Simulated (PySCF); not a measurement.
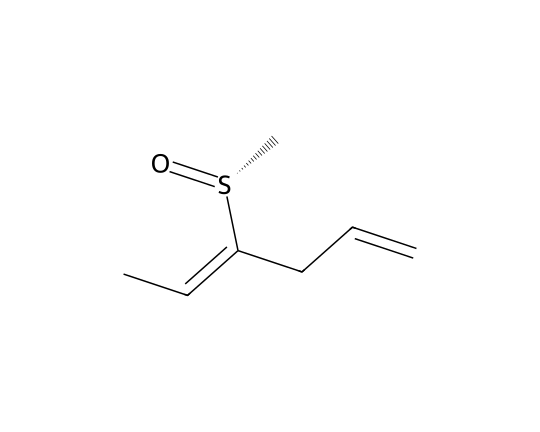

Skeletal drawing of a molecule.

Give its SMILES.

Answer. C=CC/C(=C/C)[S@@](C)=O

Give the formula, hydrogens included.

Answer. C7H12OS.

An optimisation with GFN2-xTB gave a structure of which point group?

Answer. C1.

The parts below concern this one geometry. Atoms keep their numbers from picture to picture. The geometry was computed by an optimisation with GFN2-xTB. No frequency run is at hand to confirm it as a minimum.

**Electronic properties**

No frequency run is at hand to confirm it as a minimum. Level of theory: PBE0/pcSseg-1, gas phase (PySCF 2.14.0).

What does the calculation give?

- dipole moment: 3.91 D
- HOMO energy (Kohn–Sham orbital): −6.53 eV
- LUMO energy (Kohn–Sham orbital): −0.44 eV
- HOMO–LUMO gap: 6.09 eV

**Bond orders**

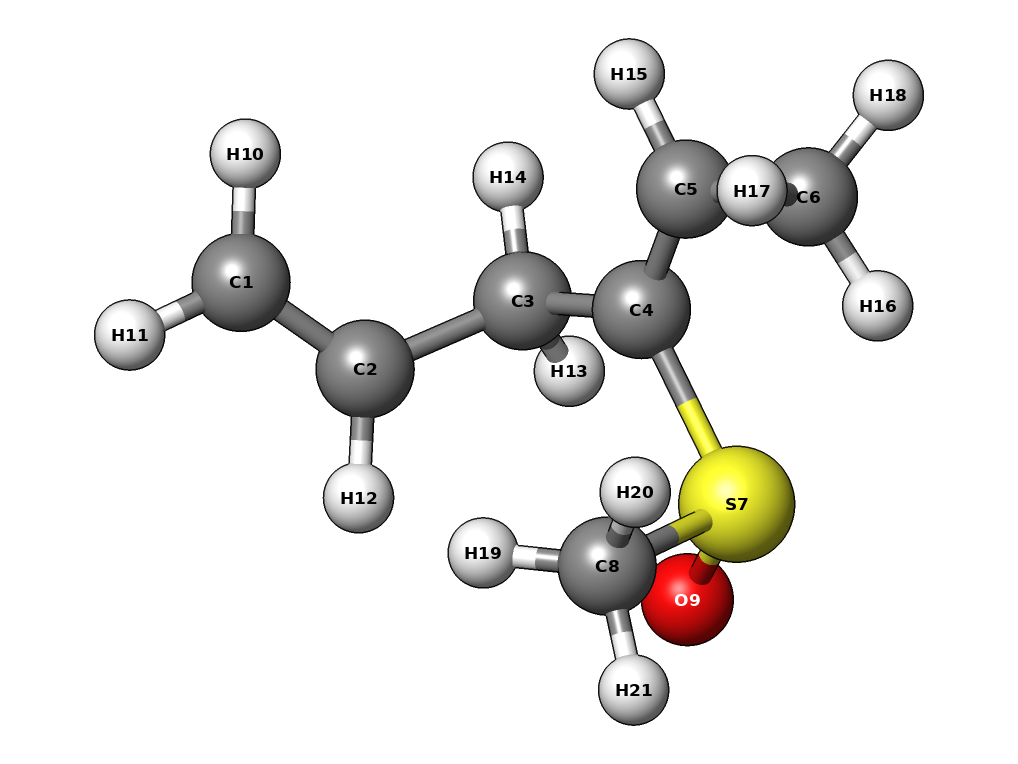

Every bond is drawn as one stick. No frequency run is at hand to confirm it as a minimum. Computed with PBE0/pcSseg-1 (PySCF 2.14.0).

Which bond between heavy atoms has the highest Mayer bond order?

Answer. C1–C2, 1.98, at a length of 1.319 Å.

List the Mayer bond orders of C1–C2, C2–C3, C3–C4, C4–C5, C4–S7, C5–C6, S7–C8, S7–O9 (bonds between heavy atoms, one of each equivalent set).

```tsv
bond	Mayer order	length (Å)
C1–C2	1.98	1.319
C2–C3	1.02	1.501
C3–C4	1.02	1.498
C4–C5	1.82	1.324
C4–S7	0.87	1.833
C5–C6	1.08	1.492
S7–C8	0.87	1.854
S7–O9	1.52	1.464
```

**NMR shielding**

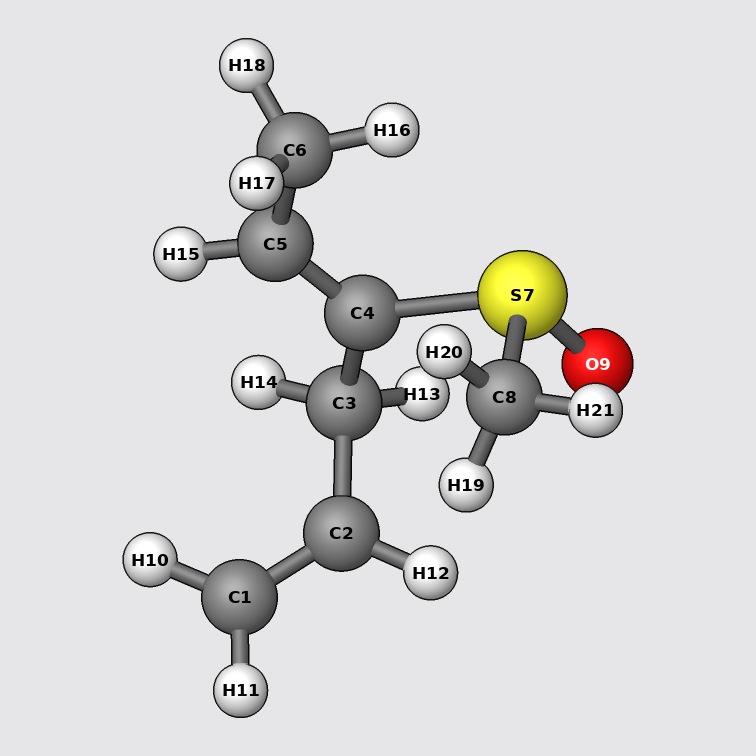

No frequency run is at hand to confirm it as a minimum. Level of theory: GIAO PBE0/pcSseg-1 NMR shielding, non-relativistic, gas phase (PySCF 2.14.0). Principal shieldings σ11 ≤ σ22 ≤ σ33, span Ω = σ33 − σ11, skew κ = 3(σiso − σ22)/Ω.

Give the shielding tensors of the O atoms.

```csv
atom,σ11,σ22,σ33,σiso,Ω,κ
O9,93.6,316.7,503.2,304.5,409.6,−0.09
```

Shieldings and span in ppm.
